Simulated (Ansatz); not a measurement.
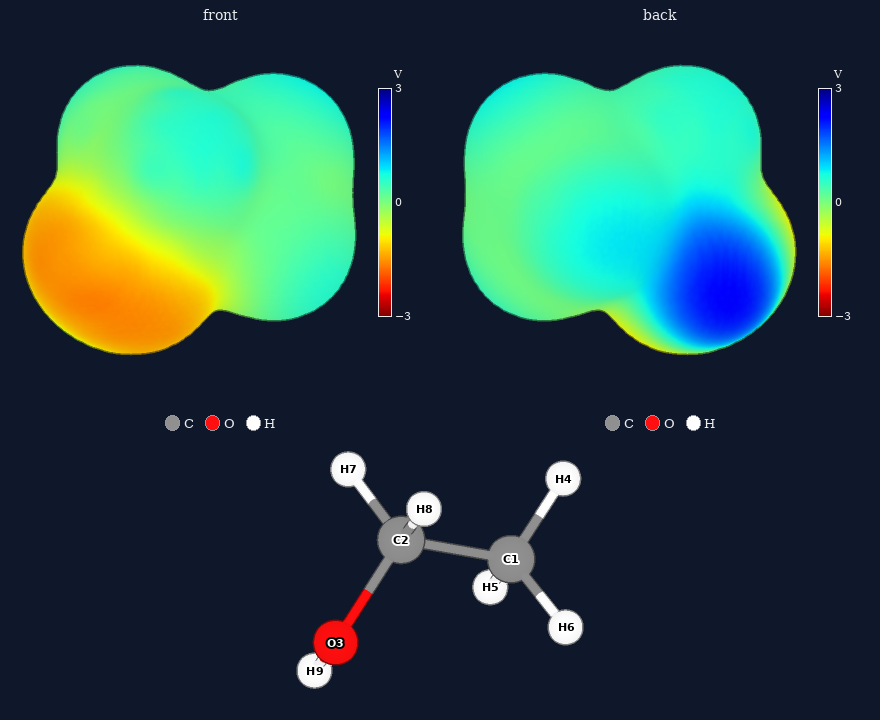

Figure. C2H6O (SMILES CCO). The electrostatic potential painted on the density surface at 0.002 e/bohr³, seen from the front and from behind; the colour scale runs from red (negative) to blue (positive). The bare structure is drawn below in the same view.

Geometry: PBE-D3(BJ)/def2-SVP.

Theory: isolated molecule in a Gaussian basis; Kohn-Sham density functional theory, functional PBE0 in Ansatz 0.2.0.

```yaml
atoms:
  - { symbol: C, position_ang: [-2.4453, -0.2980, 0.2643] }
  - { symbol: C, position_ang: [-1.1601, -0.6406, -0.4835] }
  - { symbol: O, position_ang: [-0.5443, 0.4877, -1.0803] }
  - { symbol: H, position_ang: [-2.8691, -1.1887, 0.7727] }
  - { symbol: H, position_ang: [-3.2224, 0.0863, -0.4314] }
  - { symbol: H, position_ang: [-2.2556, 0.4846, 1.0263] }
  - { symbol: H, position_ang: [-1.3630, -1.4497, -1.2307] }
  - { symbol: H, position_ang: [-0.4107, -1.0549, 0.2242] }
  - { symbol: H, position_ang: [-1.1872, 0.8617, -1.7105] }
```

Where is the surface potential most negative and most positive?

Answer. The most negative region (about −1.6 V) lies over O3, the most positive (about +2.2 V) over H9. O3 is the likeliest acceptor of a hydrogen bond.
